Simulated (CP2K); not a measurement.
Consider 2-fluoroimidazole at its PBE geometry (Å).

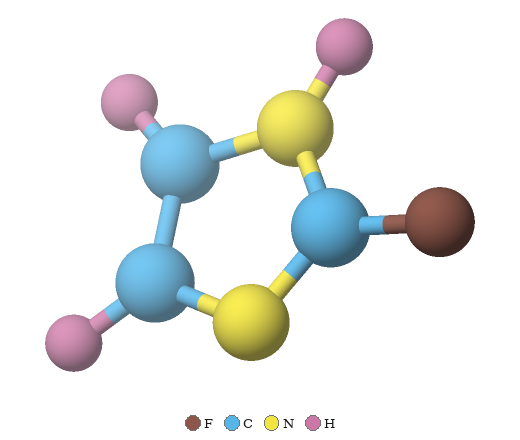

The molecule (fluorine brown, carbon blue, nitrogen yellow, hydrogen pink).

```xyz
9

F     2.4316   -0.5628   -0.0042
C     1.0953   -0.4331   -0.0068
N     0.2380   -1.4128   -0.0493
C    -0.9979   -0.7696   -0.0345
C    -0.8459    0.5956    0.0176
N     0.5304    0.8073    0.0374
H    -1.9214   -1.3371   -0.0614
H    -1.5506    1.4175    0.0413
H     1.0203    1.6950    0.0599
```

Method: CP2K XAS_TDP, all-electron GAPW, PBEh(45%), aug-cc-pVDZ, TDA, GW2X-corrected core level, no relativity.

**Question.** Predict the bright core excitations at the N K edge.

Leading lines: N3 401.41 eV and N6 403.82 eV. The leading line of an atom is its first one with 35 % of the strongest within 2.5 eV of its lowest line over the strength cut. Core ionisation energies at this level: N3 405.55 and N6 407.65 eV.

The first six lines of each atom with a strength over 0.0015:

```
                    atom  energy (eV)  states  strength, one atom  above the computed threshold
      N3 (bonded to 2 C)       401.41       1              0.0503                              
                               404.63       1              0.0023                              
                               405.74       1              0.0043                           yes
                               406.42       1              0.0092                           yes
                               406.83       1              0.0039                           yes
                               407.26       1              0.0092                           yes
N6 (bonded to 2 C and H)       403.82       1              0.0330                              
                               404.54       1              0.0152                              
                               406.32       1              0.0045                              
                               406.52       1              0.0041                              
                               407.14       1              0.0017                              
                               407.64       1              0.0019
```

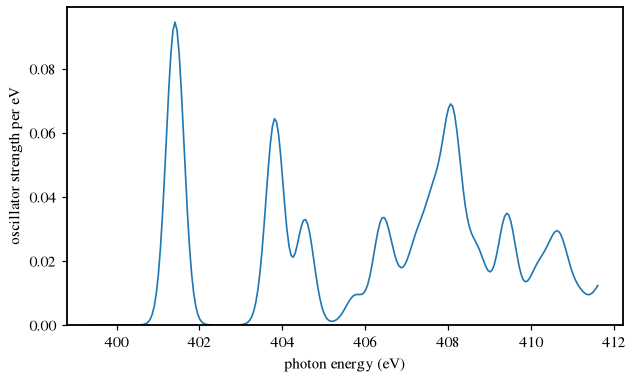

All atoms added, broadened by 0.5 eV.

Lines are vertical, at one geometry, with no vibrational structure. GW2X ionisation energies and lines can be off by 1 to 2 eV either way, and a good line position may hide errors that cancel. These values hold no scalar relativity, about 0.2 eV for N 1s. Rydberg lines, and the discretised continuum above threshold, depend on the basis and the box.

[Banner, clock and machine lines of the logs are left out without a mark of their own.]

[Logs are printed without paths, hosts, clocks, repeated set-up lines and the standing remarks that a program may print on its own settings, such as how far it seeks lower states.]

[Hosts, paths, dates, database ids (printed as entryN), source tags and the programs' standing remarks are cut or masked in the printed files.]
